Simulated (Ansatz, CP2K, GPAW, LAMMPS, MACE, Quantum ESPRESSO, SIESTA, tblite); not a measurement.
## Amorphous Ge (61 atoms): runs against a plane-wave reference

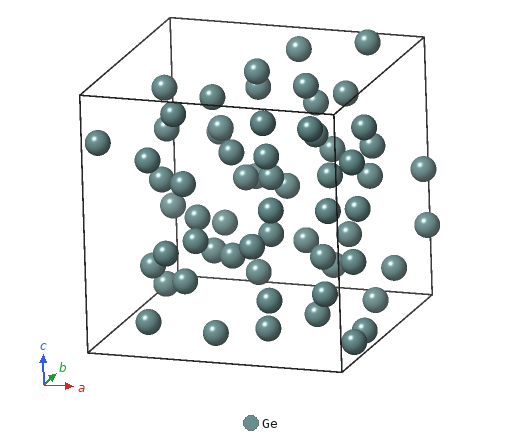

The cell (germanium teal). Some periodic images of atoms are drawn too.

Density of this cell: 4.82 g/cm³. The cell holds 61 atoms: 61 Ge. Cell: a = 11.512 Å, b = 11.512 Å, c = 11.512 Å, α = 90.0°, β = 90.0°, γ = 90.0°. 61 atoms (61 Ge) placed at random at 4.82 g/cm³, melted at 3500 K for 10 ps at fixed volume with the Tersoff potential (Tersoff, Phys. Rev. B 39, 5566 (1989)). Quenched from 3500 K to 100 K at 5 K/ps and fixed volume, held 5 ps, then minimised at fixed cell.

Geometry: as built.

The reference, a calculation:

| Quantity | Value |
| --- | --- |
| method | Kohn-Sham DFT, PBE, SSSP efficiency 1.3.0 pseudopotentials, plane waves (Quantum ESPRESSO 7.5); sssp-pbe-1.3.0-efficiency, cutoffs 45/360 Ry, Γ point |
| r.m.s. force component | 0.2388 eV/Å |
| longest force | 1.209 eV/Å |
| pressure | 0.331 GPa |
| time | 3.4 min on 4 MPI ranks of Arm Neoverse V1, shared host |
| CPU time | 13 min |

**Question.** The same geometry is run in other programs. How far does each lie from the reference, and what does it cost?
- SIESTA PBE, SZ, shift 0.01 Ry, mesh 300 Ry (SIESTA 5.4.2; 1 thread)
- CP2K PBE, DZVP-UZH, 244/50 Ry, diagonalisation (CP2K 2026.2; 2 threads)
- SIESTA PBE, DZP, shift 0.01 Ry, mesh 300 Ry (SIESTA 5.4.2; 1 thread)
- CP2K PBEsol, PBE potentials, DZVP-UZH, 350/50 Ry, diagonalisation (CP2K 2026.2; 2 threads)
- CP2K PBE, DZVP-UZH, 350/50 Ry, diagonalisation (CP2K 2026.2; 2 threads)
- SIESTA PBE, DZP, shift 0.01 Ry, mesh 100 Ry (SIESTA 5.4.2; 1 thread)
- GPAW PBE, LCAO dzp, h 0.2 Å (GPAW 26.7.0; 1 thread)
- tblite GFN1-xTB (tblite 0.8.0; 1 thread)
- CP2K PBE, DZVP-UZH, 350/30 Ry, diagonalisation (CP2K 2026.2; 2 threads)
- GPAW PBE, LCAO szp(dzp), h 0.2 Å (GPAW 26.7.0; 1 thread)

Differences are against the plane-wave reference, forces as r.m.s. over components; share is that over the reference's r.m.s. force, slope the least-squares factor from reference forces to these. Total energies of different programs have different zeros and aren't compared.

```tsv
run	Δ force, r.m.s. (meV/Å)	share (%)	slope	Δ pressure (GPa)	cores	CPU time	memory (GiB)
reference	-	-	-	-	4	13 min	4.4
SIESTA PBE, SZ, shift 0.01 Ry, mesh 300 Ry (coarse)	208	87.0	1.270	5.09	1	82 s	0.63
CP2K PBE, DZVP-UZH, 244/50 Ry, diagonalisation (coarse)	27.6	11.6	0.996	0.718	2	2.6 min	1.4
SIESTA PBE, DZP, shift 0.01 Ry, mesh 300 Ry	101	42.1	1.060	1.97	1	4.5 min	1.2
CP2K PBEsol, PBE potentials, DZVP-UZH, 350/50 Ry, diagonalisation	32.5	13.6	1.011	0.0632	2	2.7 min	1.8
CP2K PBE, DZVP-UZH, 350/50 Ry, diagonalisation	27.6	11.6	0.995	0.718	2	2.7 min	1.8
SIESTA PBE, DZP, shift 0.01 Ry, mesh 100 Ry (coarse)	101	42.5	1.043	3.3	1	97 s	0.53
GPAW PBE, LCAO dzp, h 0.2 Å	42.9	17.9	1.058	-	1	3 min	1.3
tblite GFN1-xTB	121	50.7	0.704	0.584	1	6 s	0.13
CP2K PBE, DZVP-UZH, 350/30 Ry, diagonalisation (coarse)	27.6	11.6	0.995	0.721	2	2 min	1.8
GPAW PBE, LCAO szp(dzp), h 0.2 Å (coarse)	121	50.5	1.169	-	1	2.2 min	1.2
```

Rows marked coarse were listed beforehand as settings not expected to be converged; some can still land near the reference.

CPU time is summed over cores on a shared host, where runs went side by side, so it is rough. Symmetry, cutoffs, thresholds, outputs and thread counts weren't matched or tuned between programs; memory under MPI is the largest rank's times the ranks.

The PBE runs in local orbitals, coarse settings apart, differ by 12 % (CP2K PBE, DZVP-UZH, 350/50 Ry, diagonalisation) to 42 % (SIESTA PBE, DZP, shift 0.01 Ry, mesh 300 Ry); basis, grid and potentials can all enter. Tight binding differs by 51 % (tblite GFN1-xTB); it is another model, with fitted parameters of its own, and the xTB methods hold dispersion. Rows with another functional or a dispersion term differ by 14 % (CP2K PBEsol, PBE potentials, DZVP-UZH, 350/50 Ry, diagonalisation), which mixes the change of model with differences of basis and potentials, some of them made for another functional. Runs with settings chosen to be coarse differ by 12 % (CP2K PBE, DZVP-UZH, 244/50 Ry, diagonalisation) to 87 % (SIESTA PBE, SZ, shift 0.01 Ry, mesh 300 Ry), their programs' other errors included. Periodic xTB results under one method name differ between programs and library versions. The network of bonds at the start is that of the classical potential that made the cell, and needn't be the one that DFT or experiment would give. The electronic-structure runs sample only Γ, in a cell whose shortest periodic width is 12 Å, which is coarse for a cell with partly filled levels.

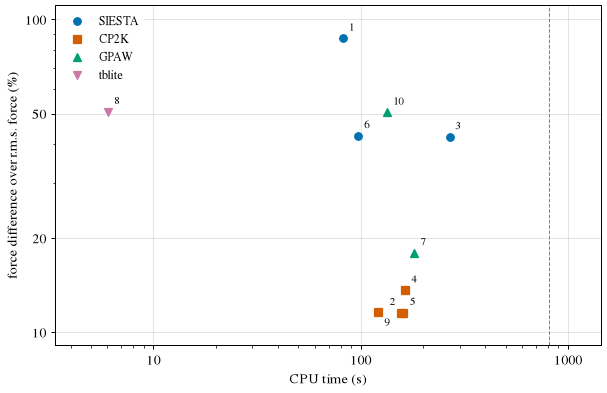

Force difference against CPU time; the dashed line marks the reference's time. Points: 1 SIESTA PBE, SZ, shift 0.01 Ry, mesh 300 Ry; 2 CP2K PBE, DZVP-UZH, 244/50 Ry, diagonalisation; 3 SIESTA PBE, DZP, shift 0.01 Ry, mesh 300 Ry; 4 CP2K PBEsol, PBE potentials, DZVP-UZH, 350/50 Ry, diagonalisation; 5 CP2K PBE, DZVP-UZH, 350/50 Ry, diagonalisation; 6 SIESTA PBE, DZP, shift 0.01 Ry, mesh 100 Ry; 7 GPAW PBE, LCAO dzp, h 0.2 Å; 8 tblite GFN1-xTB; 9 CP2K PBE, DZVP-UZH, 350/30 Ry, diagonalisation; 10 GPAW PBE, LCAO szp(dzp), h 0.2 Å.

[Logs are printed without paths, hosts, clocks, repeated set-up lines and the standing remarks that a program may print on its own settings, such as how far it seeks lower states.]

[Hosts, paths, dates, database ids (printed as entryN), source tags and the programs' standing remarks are cut or masked in the printed files.]
